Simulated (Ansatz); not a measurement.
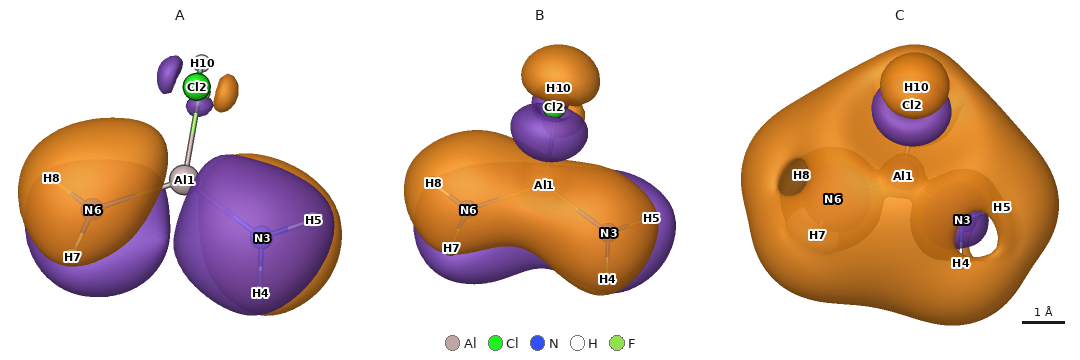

The picture shows: AlFH$_{4}$N$_{2}$···HCl. Three frontier orbitals at ±0.05 Å⁻³ᐟ² (orange and purple are the two phases), in no order.

These are results of RKS PBE-D4/def2-SVP in Ansatz, not measurements.

Input file:

```
crystal:
  periodic: [false, false, false]
  atoms:
    - { symbol: Al, position_ang: [0.040652, 0.625132, -0.565959] }
    - { symbol: Cl, position_ang: [-0.040715, 0.202669, 2.833373] }
    - { symbol: "N", position_ang: [1.611213, -0.055844, -1.023571] }
    - { symbol: H, position_ang: [1.769521, -0.879809, -1.605363] }
    - { symbol: H, position_ang: [2.505189, 0.327567, -0.704872] }
    - { symbol: "N", position_ang: [-1.55451, -0.018981, -0.993091] }
    - { symbol: H, position_ang: [-1.782866, -0.946559, -1.3536] }
    - { symbol: H, position_ang: [-2.408337, 0.533091, -0.862181] }
    - { symbol: F, position_ang: [0.052181, 2.124713, 0.224764] }
    - { symbol: H, position_ang: [-0.036529, 1.38382, 2.2013] }
basis:
  gaussian: { orbitals: def2-SVP }
hamiltonian:
  xc: pbe
  dispersion: d4
relax:
  f_tol: 0.03
  max_steps: 50
output:
  orbitals: {}
```

Launched as:

```sh
ansatz run input.yaml --threads 2 --pin off --max-ram 3072MiB --backend cpu --events-out ev --progress --plain --runs-dir out
```

The fields are those of the run's last geometry, not of the input's.

> Order the three orbitals by energy and name them.

B is the HOMO−1 (−5.81 eV). It lies mainly on N6 (about 40 %), N3 (about 30 %) and Al1 (about 15 %). A is the HOMO (−5.32 eV). It lies mainly on N3 (about 45 %) and N6 (about 35 %); largely a combination of lone pairs on N3 and N6. C is the LUMO (−0.39 eV). Its weight (Hirshfeld) is mainly on Al1 (about 40 %), N6 (about 10 %), N3 (about 10 %), Cl2 (about 10 %), H7 (about 5 %) and F9 (about 5 %).

> What is the HOMO–LUMO gap?

4.93 eV between the orbital energies.
